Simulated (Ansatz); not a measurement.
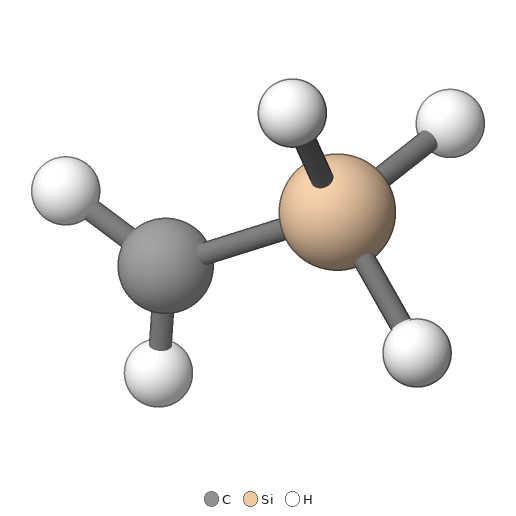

Rendered structure (ball-and-stick style).

State: neutral, doublet. The computed structure is the end point of a PBE0-D4/def2-TZVP optimisation.

Description:

The molecule is CH₅Si. As SMILES it reads `[CH2][SiH3]`. It has no ring. Among its groups: Si–H bond. This geometry has Cs symmetry. It is an open-shell species. Coordination: 1 C trigonal planar; 1 Si tetrahedral.

The parts below concern this one geometry. Atoms keep their numbers from picture to picture.

**Dipole moment**

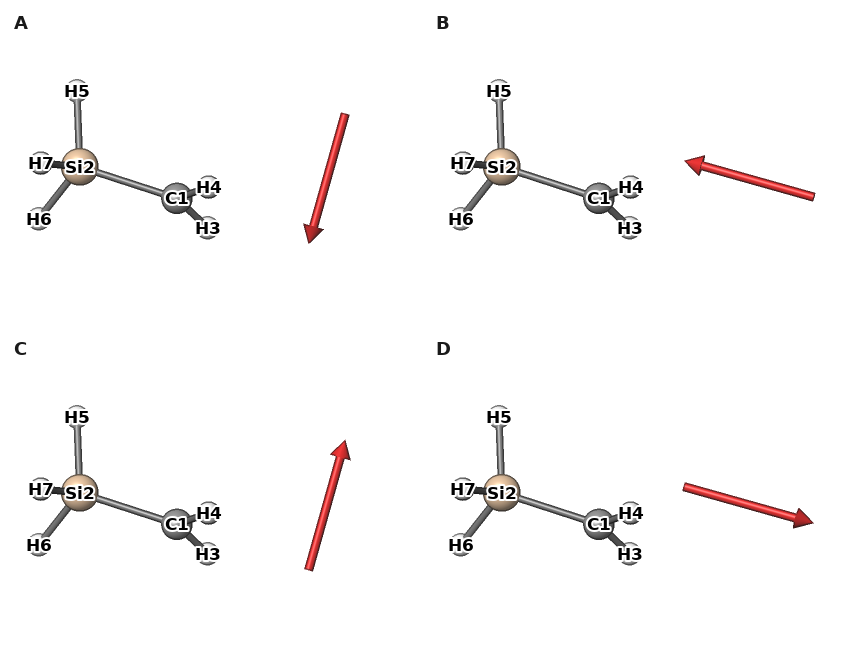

The same molecule four times, each with an arrow. Level of theory: UKS ωB97M-V/def2-TZVPP (Ansatz 0.2.0).

Which arrow points along the dipole moment, from the negative to the positive end?

Answer. D. The dipole moment is 0.71 D; it points from the side of H5, H6, H7 to the side of H3, H4 (the outermost atoms at the two ends).

**Electronic properties**

Level of theory: UKS revPBE-D4/def2-TZVPP (Ansatz 0.2.0).

Computed properties:

- HOMO energy (Kohn–Sham orbital): −5.64 eV
- ⟨S²⟩ of the determinant: 0.754
- dispersion correction: −28.5 kJ/mol

**Charges**

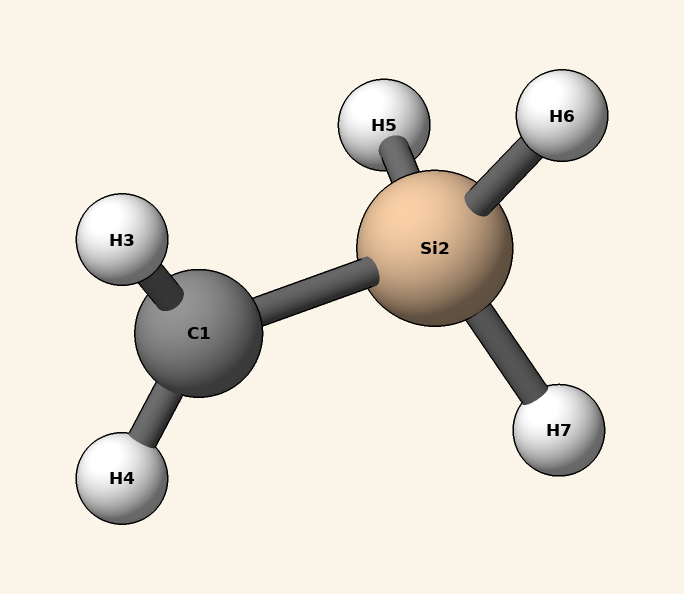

The questions are on Mulliken charges. Method: UKS r2SCAN-D4/def2-TZVPP (Ansatz 0.2.0).

Which atom carries the highest charge (most positive or least negative)?

Answer. Si2 (0.34 e).

And the lowest?

Answer. C1 (−0.30 e).

List the Mulliken charges.

| atom | value (e) |
| --- | --- |
| C1 | −0.30 |
| Si2 | 0.34 |
| H3 | 0.10 |
| H4 | 0.10 |
| H5 | −0.07 |
| H6 | −0.08 |
| H7 | −0.08 |

Mulliken values depend strongly on the basis set and can even reverse the polarity of a bond.
